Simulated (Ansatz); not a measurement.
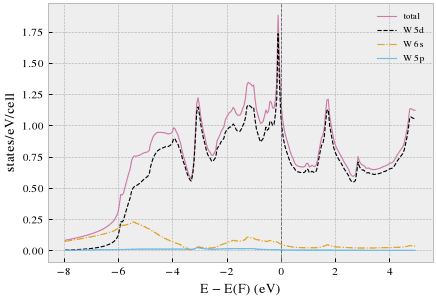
Total and projected density of states of W (fcc (Cu type), Fm-3m), the program Ansatz at the r²SCAN level (PAW)

Which orbitals carry the states next to the Fermi level?

Within 0.5 eV of the Fermi level: W 5d 89 %, outside the projected shells 6 %. Projections are on Löwdin-orthogonalised atomic valence shells; empty p or d shells of many metals are not among them.

A made-up cell: these elements were put on the sites of a structure type; the Crystallography Open Database files this formula in space group No. 225, but the cells were not matched. It is not the phase usual at ambient conditions (space group No. 229). The r²SCAN relaxation kept the symmetry of its start. At this level the phase is mechanically unstable. No spin polarisation was allowed. Spin–orbit coupling is left out wherever it is not named.

Potentials: the later of the program's two PAW sets.
